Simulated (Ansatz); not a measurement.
**Convergence study of the plane-wave cutoff for CsZn4P3 (P4mm, 8 atoms in the cell)**

```yaml
crystal:
  lattice:
    - [4.07464, 0.00000, 0.00000]
    - [0.00000, 4.07464, 0.00000]
    - [0.00000, 0.00000, 10.48461]
  atoms:
    - { symbol: Cs, position: [0.00000, 0.00000, 0.50477] }
    - { symbol: Zn, position: [0.50000, 0.00000, 0.84844] }
    - { symbol: Zn, position: [0.50000, 0.00000, 0.15156] }
    - { symbol: Zn, position: [0.00000, 0.50000, 0.84844] }
    - { symbol: Zn, position: [0.00000, 0.50000, 0.15156] }
    - { symbol: P, position: [0.50000, 0.50000, 0.72670] }
    - { symbol: P, position: [0.50000, 0.50000, 0.27330] }
    - { symbol: P, position: [0.00000, 0.00000, 0.00000] }
```

Computed with PBEsol, default PAW files made with PBE (plane waves; Ansatz, a first-principles code).

Base settings: basis.ecutwfc = 420 eV; kpoints.mp_grid.grid = 5 5 2; hamiltonian.xc = pbesol; hamiltonian.pseudopotentials = {kind: paw} (the program's default PAW files); scf.occupations.method = fermi_dirac; scf.occupations.width = 0.136 eV.

The second cell is the first with its lattice scaled by 0.98.

The mesh stays at the base's, so the ladder's end is converged at best in this setting alone.

The first pressure column holds Ansatz's estimate of the finite-basis (Pulay) stress, which hides part of the cutoff error; the other is without it.

Only quantities that move along the ladder and can be compared are tabulated.

The count of work is k-points × plane waves × bands × iterations; it is no time. 

The starting cell comes from a database of computed structures (which also holds hypothetical and non-ambient phases and stackings), without a prior relaxation at this level. Its lattice was rescaled by up to half a per cent. One atom was moved a little off its site on purpose. A gap is left out here, as mesh or smearing make it unsure.

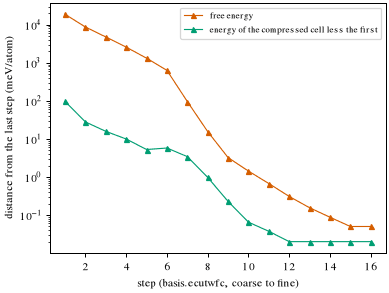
Fig. 1. Distance from the last step along the ladder; very small values are drawn at a floor.

| basis.ecutwfc | free energy less the last step's (meV/atom) | energy of the compressed cell less the first (meV/atom) | pressure (GPa) | pressure without the Pulay estimate (GPa) | largest difference of a force vector from the last step's (eV/Å) | count of work / last |
|---|---|---|---|---|---|---|
| 145 eV | 18815.11 | -99.89 | -3.88 | -420.49 | 0.725 | 0.059 |
| 170 eV | 8709.98 | -31.41 | -2.38 | -221.64 | 0.060 | 0.078 |
| 190 eV | 4767.38 | -19.24 | -2.92 | -137.47 | 0.041 | 0.093 |
| 210 eV | 2579.61 | -13.39 | -1.11 | -86.45 | 0.165 | 0.10 |
| 230 eV | 1319.19 | 1.81 | -0.71 | -52.92 | 0.091 | 0.11 |
| 250 eV | 630.81 | 2.31 | -1.21 | -30.94 | 0.085 | 0.11 |
| 295 eV | 95.82 | -0.03 | -1.91 | -8.15 | 0.027 | 0.16 |
| 335 eV | 15.54 | -2.48 | -2.09 | -3.21 | 0.017 | 0.17 |
| 380 eV | 3.23 | -3.23 | -2.18 | -2.32 | 0.007 | 0.26 |
| 420 eV | 1.43 | -3.39 | -2.19 | -2.25 | 0.002 | 0.30 |
| 460 eV | 0.67 | -3.42 | -2.20 | -2.23 | 0.001 | 0.31 |
| 505 eV | 0.31 | -3.44 | -2.20 | -2.21 | 0.000 | 0.32 |
| 565 eV | 0.16 | -3.45 | -2.20 | -2.20 | 0.000 | 0.37 |
| 630 eV | 0.09 | -3.45 | -2.20 | -2.20 | 0.000 | 0.44 |
| 735 eV | 0.04 | -3.45 | -2.20 | -2.20 | 0.000 | 0.62 |
| 840 eV | 0.02 | -3.45 | -2.20 | -2.20 | 0.000 | 0.76 |
| 1010 eV | 0.00 | -3.45 | -2.20 | -2.20 | 0.000 | 1.0 |

Coarsest basis.ecutwfc that holds the pressure without the Pulay estimate within 0.1 GPa of the last step, with all finer ones: 420 eV, at 0.30 of the last step's count of work; the step before is off by 0.12 GPa.

Coarsest basis.ecutwfc that holds the pressure within 0.05 GPa of the last step, with all finer ones: 380 eV, at 0.26 of the last step's count of work; the step before is off by 0.11 GPa.

Coarsest basis.ecutwfc that holds the forces within 0.01 eV/Å of the last step, with all finer ones: 380 eV, at 0.26 of the last step's count of work; the step before is off by 0.017 eV/Å.

The energy difference between the two cells stays within 1 meV/atom of the last step's from 335 eV on, the total only from 460 eV on: much of the error is common to both cells and cancels.

At the lowest cutoff the pressure without the Pulay estimate lies 418 GPa under the last step's, the usual sign of Pulay stress in an incomplete plane-wave basis.

Keys are those of Ansatz 0.2.
